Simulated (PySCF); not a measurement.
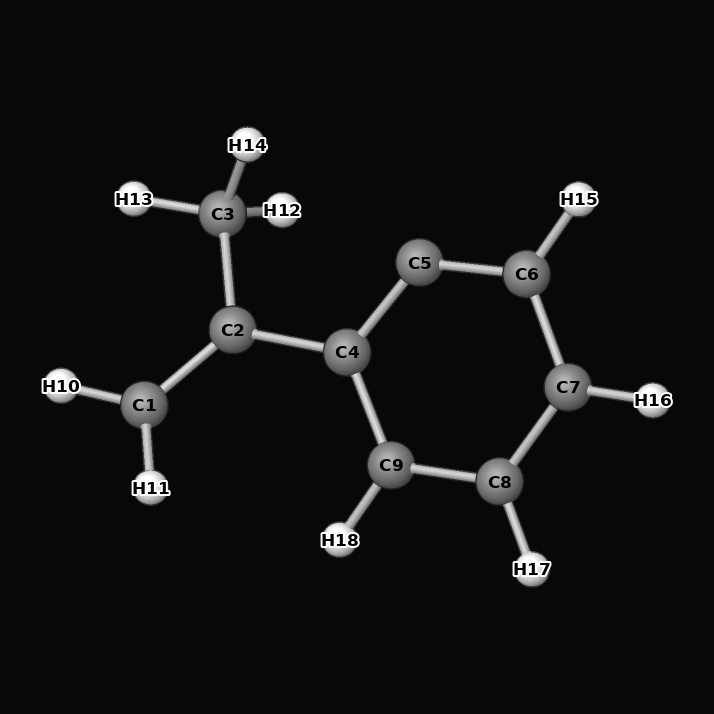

The questions are on Mulliken spin populations. Charge 0, doublet. The computed structure is the end point of a GFN2-xTB optimisation. No frequency run is at hand to confirm it as a minimum. Method: UKS B3LYP, pcH-1 on C H, non-relativistic (PySCF 2.14.0).

> Which atom carries the largest spin population?

C5 (1.01 e).

> Which atom has the lowest spin population?

C4 (−0.09 e); a negative value comes from spin polarisation.

List the Mulliken spin populations.

```tsv
atom	value (e)
C1	−0.02
C2	0.03
C3	0.01
C4	−0.09
C5	1.01
C6	−0.07
C7	0.06
C8	−0.04
C9	0.06
H10	0.00
H11	0.00
H12	0.00
H13	0.00
H14	0.00
H15	0.02
H16	0.01
H17	0.00
H18	0.01
```

Mulliken values depend strongly on the basis set.
